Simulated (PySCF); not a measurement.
**Atomic calculation for Tm**

- system: Tm, configuration 1s2 2s2 2p6 3s2 3p6 3d10 4s2 4p6 4d10 4f13 5s2 5p6 6s2, multiplicity 2.
- method: unrestricted HF, ANO-RCC-VTZP, spin-free X2C-1e, Gaussian nucleus (PySCF)

Input file:
```python
from pyscf import gto, scf, dft, mp, cc
import basis_set_exchange as bse
mol = gto.M(atom="Tm 0 0 0", charge=0, spin=1, symmetry="D2h",
            basis=gto.basis.parse(bse.get_basis("ANO-RCC-VTZP", elements=["Tm"], fmt="nwchem")),
            nucmod="G")
mf = scf.UHF(mol).sfx2c1e()
mf.irrep_nelec = {'Ag': (10, 10), 'B1g': (2, 2), 'B2g': (2, 2), 'B3g': (2, 2), 'Au': (1, 1), 'B1u': (6, 6), 'B2u': (6, 6), 'B3u': (6, 5)}
mf.kernel()
```

The script is an equivalent of what the driver set up; the driver started from orbitals of its own, so the log can be shorter than this script's would be, and it computed the properties (radii, ⟨L²⟩, response) afterwards. It held the occupations shell by shell, which the script's counts by irreducible representation don't always enforce.

Log (extracts):
```
damping factor = 0
level_shift factor = 0
DIIS = <class 'pyscf.scf.diis.CDIIS'>
diis_start_cycle = 1
diis_space = 10
diis_damp = 0
SCF conv_tol = 1e-09
SCF conv_tol_grad = None
number electrons alpha = 35  beta = 34
cycle= 1 E= -13561.7655313429  delta_E= -0.00701  |g|= 0.0304  |ddm|= 0.0401
cycle= 2 E= -13561.7656020366  delta_E= -7.07e-05  |g|= 0.00387  |ddm|= 0.00556
cycle= 3 E= -13561.7656058536  delta_E= -3.82e-06  |g|= 0.00346  |ddm|= 0.00275
cycle= 4 E= -13561.7656074474  delta_E= -1.59e-06  |g|= 0.00147  |ddm|= 0.00118
cycle= 5 E= -13561.7656084978  delta_E= -1.05e-06  |g|= 0.000397  |ddm|= 0.00153
cycle= 6 E= -13561.7656091639  delta_E= -6.66e-07  |g|= 0.000139  |ddm|= 0.00215
cycle= 7 E= -13561.7656093061  delta_E= -1.42e-07  |g|= 5.73e-05  |ddm|= 0.00119
cycle= 8 E= -13561.765609328  delta_E= -2.19e-08  |g|= 2.09e-05  |ddm|= 0.000544
cycle= 9 E= -13561.7656093293  delta_E= -1.29e-09  |g|= 4.74e-06  |ddm|= 0.000133
cycle= 10 E= -13561.7656093293  delta_E= -4.55e-11  |g|= 7.75e-07  |ddm|= 2.32e-05
converged SCF energy = -13561.7656093293  <S^2> = 0.75129084  2S+1 = 2.0012904
```

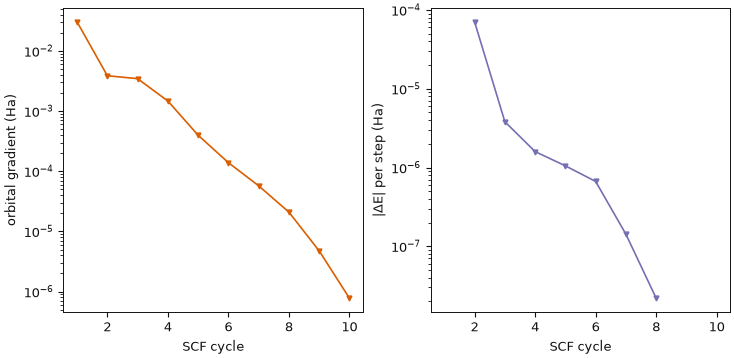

Convergence: orbital gradient and change of the energy from step to step (the smallest changes aren't drawn) against the SCF cycle. The residual falls at every step. It goes from 0.030 to 7.8×10⁻⁷ in 10 steps.

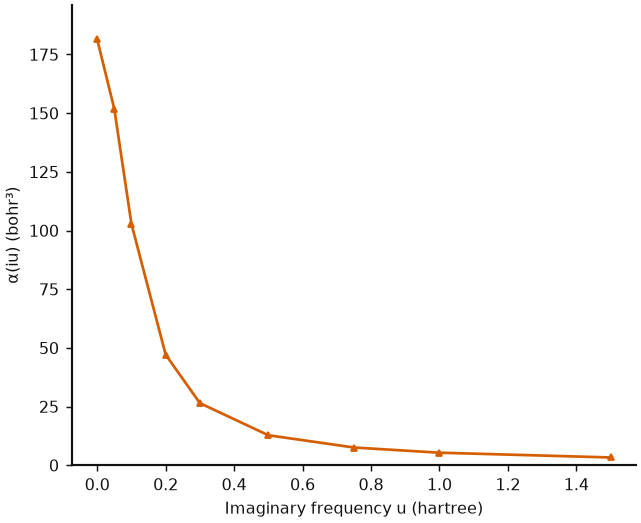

Dipole polarisability at imaginary frequency of neutral thulium ([Xe] 4f¹³ 6s²). Coupled response at the HF level; PySCF, ANO-RCC-VTZP, spin-free X2C-1e, unrestricted single determinants, no spin-orbit coupling. The static dipole polarisability is 181 bohr³ (the recommended value is 144); α(iu) falls to half of it near u = 0.12 hartree. The Casimir–Polder integral gives C₆ = 2910 hartree bohr⁶ for two such species.

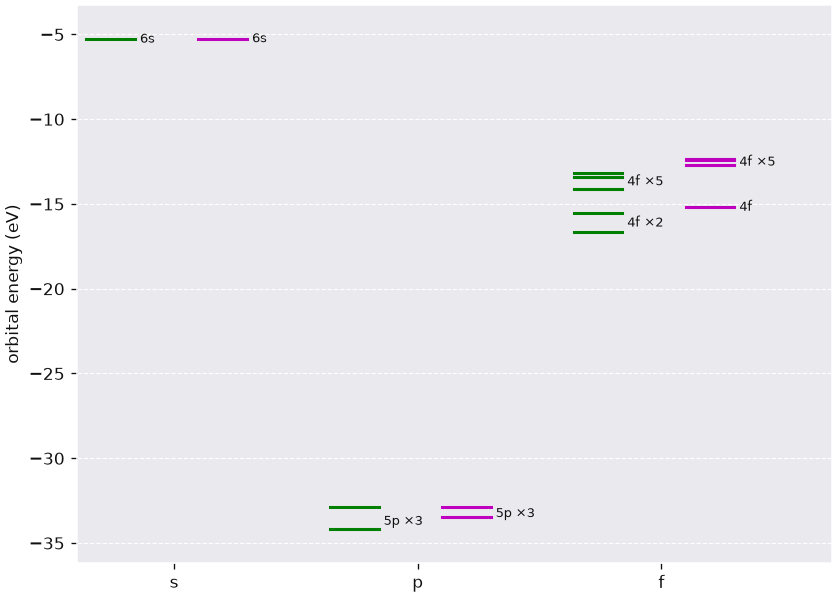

Orbital energies of the mean field, from the top down to −34.2 eV, by angular momentum, α spin at the left of each column and β at the right; ×n counts the orbitals under one label. The highest filled orbital is 6s β at −5.27 eV, the lowest empty one p α at 0.879 eV.

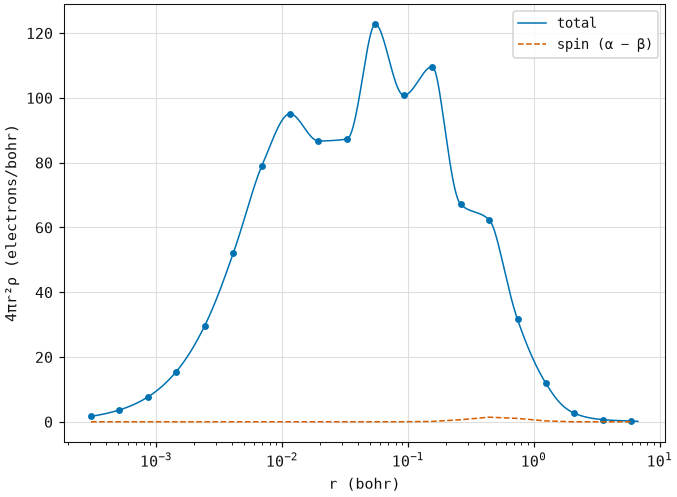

Spherically averaged radial density 4πr²ρ of the mean field and its spin part; markers are the stored points, which are sparse, and the line is a monotone interpolation between them. The largest stored value is 123 electrons/bohr at r = 0.055 bohr. Root-mean-square radii of the shells: 4p 0.564, 4d 0.619, 4f 0.889, 5s 1.33, 5p 1.59, 6s 4.61 bohr.

Key numbers:

| quantity | value |
| --- | --- |
| outcome | converged |
| total energy | −13561.7656 hartree |
| ⟨S²⟩ | 0.751 |
| ⟨L²⟩ | 12.02 |
| static polarisability | 181 bohr³ |
| C₆ of the like pair | 2910 hartree bohr⁶ |
| SCF iterations | 10 |
| hardware | 1 CPU thread, shared host |
| CPU time | 40 s (integrals apart) |

Remarks:

Radii and densities are those of the two-component orbitals, without the picture-change correction, so the innermost s shells come out slightly too small (about 1 % for 1s near Z = 40, more for heavier atoms). To bear in mind: basis without added diffuse functions.
